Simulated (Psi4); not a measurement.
Process, species as SMILES: CO (CH3-OH) + [H][H] (H2) → C (CH4) + O (H2O)
B3LYP-D3(BJ)/def2-TZVP geometries, fixed; electronic energies without zero-point terms.
Largest species:
```
C
H 1 1.0891
H 1 1.0957 2 108.34
H 1 1.0957 2 108.34 3 -117.92
O 1 1.4207 2 106.80 3 121.04
H 5 0.9621 1 108.72 2 -180.00
```

Basis-set convergence of the energy of full hydrogenation at MP2 with Psi4. Cartesian d functions, on some or all atoms, in 6-31G*; all else is spherical. Density fitting with the program's default auxiliary sets. Cores are frozen. Psi4's default fitting sets serve the pcseg sets less well. No added dispersion term, no relativity. Functions are those of the species that has most. Reference: Hartree-Fock in cc-pVQZ plus the correlation part extrapolated as X^-3 from cc-pVTZ and cc-pVQZ, -30.95 kcal/mol, itself unsure by roughly 0.15 kcal/mol (a third of the extrapolation step and of the last Hartree-Fock step). Deviations are taken from unrounded values.

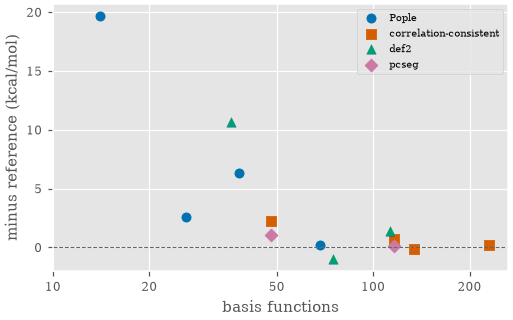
Deviation from the reference against the number of basis functions, by family of sets.

| basis | functions | energy of full hydrogenation (kcal/mol) | minus reference (kcal/mol) |
|---|---|---|---|
| STO-3G | 14 | -11.28 | 19.67 |
| 6-31G | 26 | -28.37 | 2.58 |
| def2-SV(P) | 36 | -20.29 | 10.66 |
| 6-31G* | 38 | -24.62 | 6.33 |
| cc-pVDZ | 48 | -28.67 | 2.28 |
| pcseg-1 | 48 | -29.92 | 1.03 |
| 6-311+G** | 68 | -30.74 | 0.21 |
| def2-SVPD | 75 | -31.91 | -0.96 |
| def2-TZVPD | 113 | -29.54 | 1.41 |
| cc-pVTZ | 116 | -30.24 | 0.71 |
| pcseg-2 | 116 | -30.81 | 0.14 |
| jun-cc-pV(T+d)Z | 134 | -31.12 | -0.17 |
| cc-pVQZ | 230 | -30.77 | 0.18 |
